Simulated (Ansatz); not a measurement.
# GeH2F (SMILES [F][GeH2]) at UB2PLYP/STO-3G

What is the electronic atomisation energy of GeH2F at UB2PLYP/STO-3G? 

The results are computed with Ansatz 0.2.0.

61 further runs of the same task are left out: 18 that didn't finish, 43 set aside as unsound or not needed.

### Step 1. Starting point

GeH2F has 4 atoms, charge 0, and is taken as a doublet. SMILES: `[F][GeH2]`. The shape is that of a PBE0-D4/def2-TZVP optimisation.

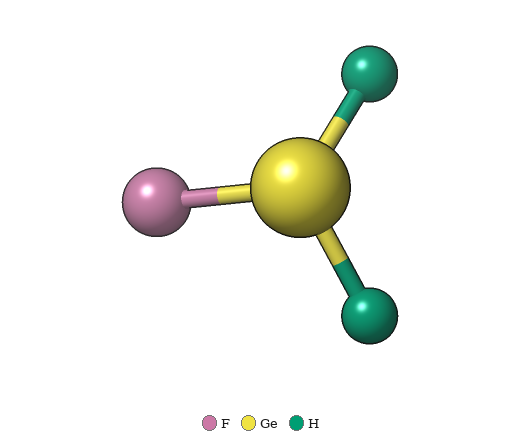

The structure, seen from a chosen angle (fluorine pink, germanium yellow, hydrogen teal).

### Step 2. A single-point energy at UB2PLYP/STO-3G

The input, molecule.yaml:

```yaml
crystal:
  periodic: [false, false, false]
  atoms:
    - {symbol: F, position_ang: [0.138200, -0.585400, 1.442000]}
    - {symbol: Ge, position_ang: [0.305700, -0.223200, -0.257100]}
    - {symbol: H, position_ang: [-1.078800, -0.527800, -0.882000]}
    - {symbol: H, position_ang: [0.690400, 1.276000, -0.323100]}
basis:
  gaussian:
    orbitals: STO-3G
accuracy: high
hamiltonian:
  xc: {name: B2PLYP}
magnetization:
  spin_polarized: true
  initial_magnetization: 1
correlation:
  frozen_orbitals: {F: 1, Ge: 9, H: 0}
```

Run with:

```
ansatz run molecule.yaml --threads 1 --pin off --max-ram 2610MiB --events-out events.jsonl --progress --plain --runs-dir runs
```

The program printed:

```text
Warning: RAYON_NUM_THREADS=1 ignored (pool sized by the plan → 1); use --threads N
Functional definition: B2PLYP
  name "B2PLYP"
  parameter a = 0.53
  parameter c = 0.27
  exchange = (1 - a)*b88_x + a*exact_x
  correlation = (1 - c)*lyp_c + c*(mp2_os + mp2_ss)
357 factors; integrals over basis functions are off by at most 4.5e-9 eV
mean field evaluation 1: about -58560.8962 eV, gradient 1.0e1 eV
mean field evaluation 2: about -58560.9062 eV, gradient 1.0e1 eV
mean field evaluation 4: about -58562.0542 eV, gradient 7.8e-1 eV
mean field evaluation 8: about -58562.0709 eV, gradient 2.1e-2 eV
mean field evaluation 16: about -58562.0709 eV, gradient 3.6e-6 eV
mean field -58562.07086790 eV, -2152.1164095982 hartree, gradient 3.0e-8 eV, S^2 0.752223; 0 other end points of the search recorded, 0 dependent functions left out
10 core orbitals not correlated: weight in the atoms' cores, before any rotation towards them, 1.000 or more for the frozen orbitals, at most 0.000 for the correlated occupied ones
reference -58562.07088270 eV, -2152.1164101418 hartree; 12, 11 occupied and 3, 4 virtual orbitals, 357 factors
second order -2.05451032 eV of doubles, -0.00000000 eV of singles
Total energy: -58562.62560048 eV, -2152.1367956445 hartree
```

Run time: 2.5 s. Hardware: 1 thread of Arm Neoverse V1, shared host; peak memory 0.13 GiB.

### Step 3. The F atom, same level

The input, input.yaml:

```yaml
crystal:
  periodic: [false, false, false]
  atoms:
    - {symbol: F, position_ang: [0.000000, 0.000000, 0.000000]}
basis:
  gaussian: {orbitals: STO-3G}
hamiltonian: {xc: {name: B2PLYP}}
accuracy: high
correlation: {frozen_orbitals: {F: 1}}
magnetization: {spin_polarized: true, initial_magnetization: 1}
```

Run the same way, it converges to -98.18742 Eh (log not shown).

### Step 4. The Ge atom, same level

The input, run.yaml:

```yaml
crystal:
  periodic: [false, false, false]
  atoms:
    - symbol: Ge
      position_ang: [0.000000, 0.000000, 0.000000]
basis:
  gaussian:
    orbitals: STO-3G
magnetization:
  spin_polarized: true
  initial_magnetization: 2
hamiltonian:
  xc: {name: B2PLYP}
correlation:
  frozen_orbitals: {Ge: 9}
accuracy: high
```

Run the same way, it converges to -2052.54956 Eh (log not shown).

### Step 5. The H atom

The input, job.yaml:

```yaml
crystal:
  periodic: [false, false, false]
  atoms:
    - {symbol: H, position_ang: [0.000000, 0.000000, 0.000000]}
basis:
  gaussian:
    orbitals: STO-3G
magnetization:
  spin_polarized: true
  initial_magnetization: 1
hamiltonian:
  xc: {name: B2PLYP}
correlation:
  frozen_orbitals: {H: 0}
accuracy: high
```

Run the same way, it converges to -0.46478 Eh (log not shown).

### Step 6. Summary of results

At UB2PLYP/STO-3G, 10 core orbitals frozen:

```
                     quantity           value
       molecule: total energy  -2152.13680 Eh
               molecule: ⟨S²⟩           0.752
         F atom: total energy    -98.18742 Eh
                 F atom: ⟨S²⟩           0.750
        Ge atom: total energy  -2052.54956 Eh
                Ge atom: ⟨S²⟩           2.000
         H atom: total energy     -0.46478 Eh
                 H atom: ⟨S²⟩           0.750
electronic atomisation energy       12.796 eV
```

Taking the molecule apart into free atoms costs 12.80 eV (1235 kJ/mol), before zero-point energy and without spin-orbit coupling. In a minimal basis such a difference can be off by several eV, whatever the method.
